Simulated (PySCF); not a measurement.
SMILES CC(C)(C)c1ccc(F)cc1 (C10H13F) at its GFN2-xTB optimised geometry (Å):

```
24

C     -2.5966    -1.3663     0.0040
C     -1.9709     0.0310    -0.0003
C     -2.4514     0.7663    -1.2596
C     -2.4534     0.7740     1.2535
C     -0.4502    -0.0069     0.0000
C      0.2627     1.1906    -0.0011
C      1.6440     1.2141    -0.0009
C      2.3290     0.0140    -0.0001
F      3.6809     0.0234     0.0005
C      1.6599    -1.1927     0.0000
C      0.2751    -1.1927     0.0000
H     -3.6809    -1.2763     0.0074
H     -2.3044    -1.9239     0.8907
H     -2.3100    -1.9269    -0.8827
H     -3.5386     0.7793    -1.2926
H     -2.0848     0.2630    -2.1518
H     -2.0988     1.7936    -1.2788
H     -2.1008     0.2676     2.1496
H     -3.5407     0.7999     1.2769
H     -2.0889     1.7971     1.2748
H     -0.2626     2.1331    -0.0023
H      2.1892     2.1449    -0.0015
H      2.2170    -2.1164     0.0000
H     -0.2286    -2.1449    -0.0002
```

Computed with PBE/def2-SVP (PySCF).

Map of the log10 of the electron density (e/bohr³), floored at −4 on the plane z = 0.8 Å:

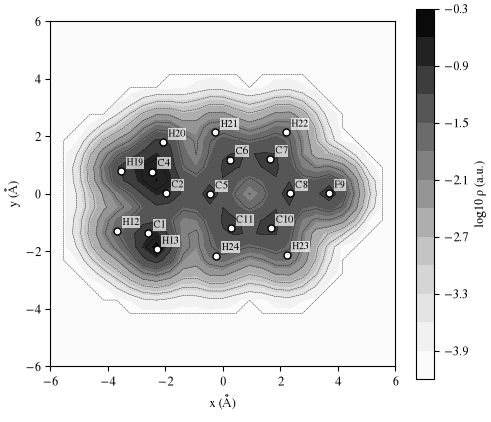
Figure. Log10 of the electron density (e/bohr³), floored at −4 on the plane z = 0.8 Å.
